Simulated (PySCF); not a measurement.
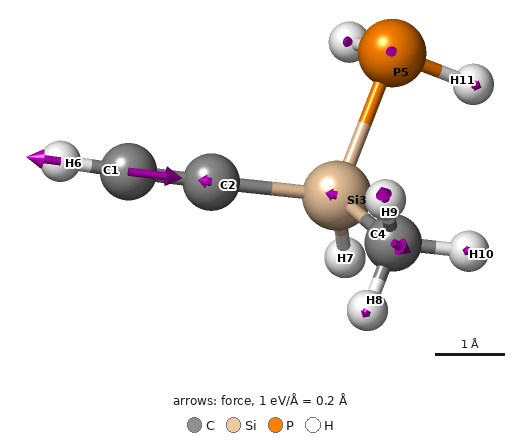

Starting geometry of C3H7PSi with the computed forces as purple arrows. The picture is a ball-and-stick view, seen from a free direction.

The start comes from GFN2-xTB. Its atoms were then displaced at random by about 0.01 Å.

These are results of PBE0-D3(BJ)/def2-SVP geometry optimisation, gas phase in PySCF 2.14.0, density-fitted response routines, not measurements. 

Is this structure relaxed? If not, where do the atoms go?

Answer. It isn't relaxed: the largest force vector, on a C atom, is 4.02 eV/Å. The final displacements follow the starting forces only in part (cosine between the two patterns 0.50). The largest move after the best rigid fit is that of an H atom, 0.053 Å. By element the largest moves are H 0.053 Å, C 0.035 Å, P 0.030 Å, Si 0.023 Å. Some distances before and after: C–H 1.021 → 1.076 Å, C–H 1.063 → 1.100 Å, H–P 1.403 → 1.431 Å, C–Si 1.865 → 1.838 Å. Bond angles that change, for instance: Si–C–H 112.9° → 110.3°, H–C–H 105.9° → 108.3°. Over 7 geometry steps the energy falls by 0.158 eV.
